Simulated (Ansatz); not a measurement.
Fields on a plane of Ru (hcp, Mg type)

```
Ru
1.0
    2.72216     0.00000     0.00000
   -1.36108     2.35746     0.00000
    0.00000     0.00000     4.29083
Ru
2
Cartesian
  0.00000   1.57164   3.21812
  1.36108   0.78582   1.07271
```

The slice is a (1 -1 0 0) plane (indices of the conventional cell) through the point (0.667, 0.333, 0.250) (fractional), spanned by u = [110] and v = [001] in vectors of this cell: u (2.72 Å) and v (4.29 Å, at 90° to u). It covers one period; positions are fractions (u, v).

Atoms on it: Ru at (0.00, 0.00). Other atoms lie within 1 Å of the plane.

These are PBE (plane waves to 420 eV, PAW, scalar-relativistic; Ansatz, a first-principles code) values and carry that method's errors. k mesh 20×20×11. Near the nuclei the fields are pseudised (PAW); where an atom keeps semicore shells as valence, they peak there. Ru is run without spin polarisation. Ru was relaxed with its symmetry unable to fall.

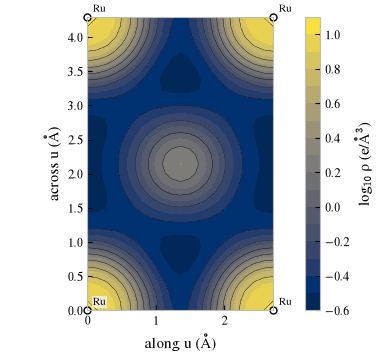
Figure. Log₁₀ of the valence density in e/Å³, one period of the plane, atoms marked. The scale is logarithmic, as a density can span decades between atoms and voids.

```
v \ u  0.00  0.10  0.20  0.30  0.40  0.50  0.60  0.70  0.80  0.90
-----  ----  ----  ----  ----  ----  ----  ----  ----  ----  ----
0.94      x     x  0.66  0.40  0.24  0.30  0.24  0.40  0.66     x
0.84   0.60  0.56  0.40  0.24  0.26  0.31  0.26  0.24  0.40  0.56
0.75   0.22  0.23  0.26  0.30  0.28  0.25  0.28  0.30  0.26  0.23
0.66   0.32  0.32  0.30  0.24  0.22  0.22  0.22  0.24  0.30  0.32
0.56   0.31  0.28  0.23  0.27  0.38  0.44  0.38  0.27  0.23  0.28
0.47   0.30  0.27  0.22  0.29  0.43  0.48  0.43  0.29  0.22  0.27
0.38   0.33  0.32  0.27  0.23  0.26  0.28  0.26  0.23  0.27  0.32
0.28   0.24  0.26  0.30  0.30  0.24  0.21  0.24  0.30  0.30  0.26
0.19   0.45  0.40  0.29  0.24  0.28  0.31  0.28  0.24  0.29  0.40
0.09      x     x  0.62  0.34  0.23  0.30  0.23  0.34  0.62     x
0.00      x     x  0.67  0.46  0.25  0.31  0.25  0.46  0.67     x
```

Values: electron localisation function (ELF). Points within 0.5 Å of a nucleus are blanked (x), as the pseudised field means little there.

- Density on the Ru–Ru line (2.72 Å) at its midpoint: 0.38 e/Å³
- ELF at that point: 0.31
